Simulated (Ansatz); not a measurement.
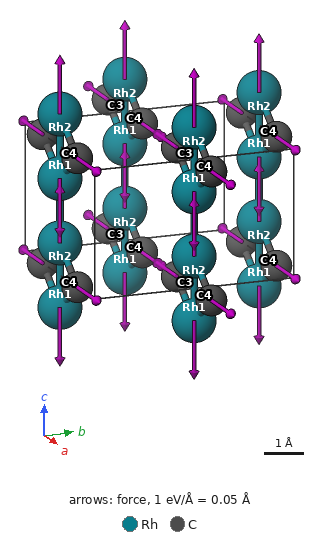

Starting geometry of crystalline RhC (built on the random type) (coarse preliminary run) with the computed forces as purple arrows. Style: ball-and-stick. Shown: the conventional cell (2 times the calculation's cell), slightly off an axis. Lengths and directions refer to the drawn axes.

Case: random cell with space group Cmmm (No. 65).

These are results of DFT PBE, scalar-relativistic, plane waves, PAW (Ansatz), not measurements.

The input:
```yaml
crystal:
  lattice:
    - [2.4739371873, -2.80556923, 0.0]
    - [2.4739371873, 2.80556923, 0.0]
    - [0.0, 0.0, 3.5146623694]
  atoms:
    - { symbol: Rh, position: [0.5, 0.5, 0.75] }
    - { symbol: Rh, position: [0.5, 0.5, 0.25] }
    - { symbol: C, position: [0.25, 0.25, 0.0] }
    - { symbol: C, position: [0.75, 0.75, 0.0] }
basis:
  ecutwfc: 420
kpoints:
  mp_grid: { grid: [6, 6, 6] }
hamiltonian:
  xc: pbe
scf:
  occupations: { method: gaussian, width: 0.1 }
  lower_state_search: "off"
output:
  forces: true
  stress: true
  eigenvalues: true
relax:
  adjacent_minimum: "off"
  f_tol: 0.04
  max_steps: 70
  cell: { stress_tol: 0.4 }
```

Command:
```bash
ansatz run input.yaml --threads 1 --pin off --max-ram 2560MiB --backend cpu --events-out ev --progress --plain --runs-dir out
```

Q: What follows when this structure is relaxed?

A: It isn't relaxed: the largest force vector, on C atoms, is 32.58 eV/Å. The final displacements follow the starting forces only in part (cosine between the two patterns 0.75). The largest moves relative to the cell, 0.36 Å, are those of C3 and C4. C3 goes along −a. Largest moves by element: C 0.36 Å, Rh 0.02 Å. The volume changes by +5.2 %, with a 4.948 → 4.185 Å (−15.4 %), b 5.611 → 4.616 Å (−17.7 %), c 3.515 → 5.312 Å (+51.1 %). Among the contacts that change: C3–C4 2.474 → 1.363 Å, Rh1–Rh2 1.757 → 2.702 Å, Rh1–Rh2 (another image) 1.757 → 2.610 Å, Rh1–C3 1.517 → 1.954 Å. New bonds form: C3–C4 (2.47 → 1.36 Å). Bond angles that change, for instance: C3–Rh1–C4 109.2° → 92.5°, Rh1–C3–Rh2 70.8° → 87.5°, Rh2–Rh1–C3 125.4° → 133.8°. The space group stays Cmmm (No. 65). After 18 accepted moves (21 points after the start) the energy has fallen by 8325 meV per atom. The largest force component goes from 33 to 0.0048 eV/Å. Pressure: 292.29 GPa at the start and −0.13 GPa at the end. The SCF was repeated 3 times at an unchanged geometry on a basis and grid sized afresh for the cell, which shifted the energy by 212 meV per atom at most. The run took 42 s on 1 thread of Intel(R) Xeon(R) 6975P-C (Granite Rapids), with other jobs on the host, peak memory 0.42 GiB.
